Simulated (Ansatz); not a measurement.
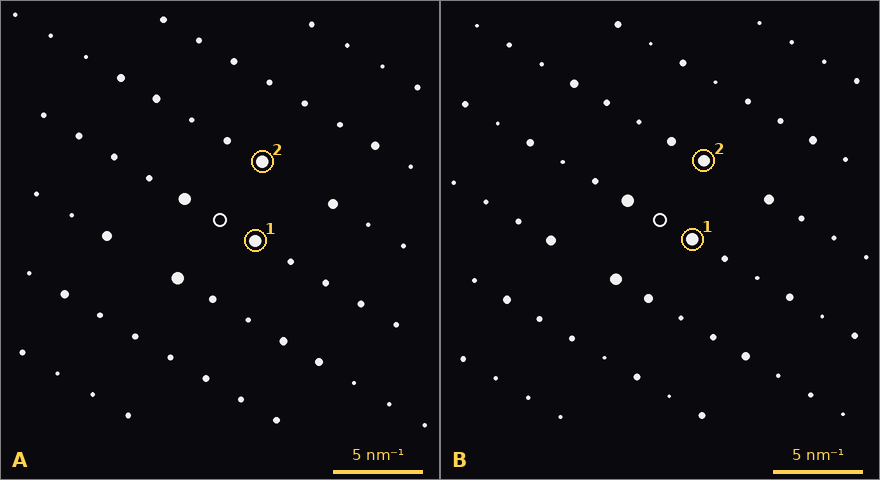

Kinematic electron diffraction patterns (200 kV, B = 0.5 Å², same scale) along [011] of the run's own cell, for the start and the end of one relaxation of BF with DFT PBE, scalar-relativistic, plane waves, PAW in Ansatz 0.2.0. k mesh 12×12×16. The start is a generated model structure, and the relaxation ends in the nearest stationary point of its symmetry, not necessarily the ground state. Spot 1 is -1 0 0 and spot 2 is 0 -1 1 in both.

Start structure:

```yaml
crystal:
  lattice:
    - [2.82876, -3.33210, 0.00000]
    - [2.82876, 3.33210, 0.00000]
    - [0.00000, 0.00000, 2.99574]
  atoms:
    - { symbol: B, position: [0.56563, 0.43437, 0.25000] }
    - { symbol: B, position: [0.43437, 0.56563, 0.75000] }
    - { symbol: F, position: [0.23379, 0.76621, 0.75000] }
    - { symbol: F, position: [0.76621, 0.23379, 0.25000] }
```

Q: Which pattern belongs to the start structure, and which to the relaxed one?

A: A is the start: its cell gives d(1) = 4.313 Å, d(2) = 2.460 Å and an angle of 84.7°. B is the relaxed structure, with d(1) = 4.691 Å (+8.8 %), d(2) = 2.401 Å (-2.4 %) and 84.1°.

Q: Name reflections whose intensity changes strongly on relaxation.

A: 3 -1 1 goes from 18 to 4.8 % of the strongest spot; 1 -1 1 goes from 11 to 22 % of the strongest spot.

Q: Summarise the relaxation behind the change.

A: The volume changed by +11.1 % to 15.69 Å³ an atom; with the mean shift removed, the atoms moved by up to 0.16 Å relative to the cell (F most); the space group stayed Cmcm (No. 63); the free energy fell by 8.6 meV an atom. Relaxed cell: a = 4.787 Å, b = 4.787 Å, c = 2.794 Å, α = 90.00°, β = 90.00°, γ = 101.51°.
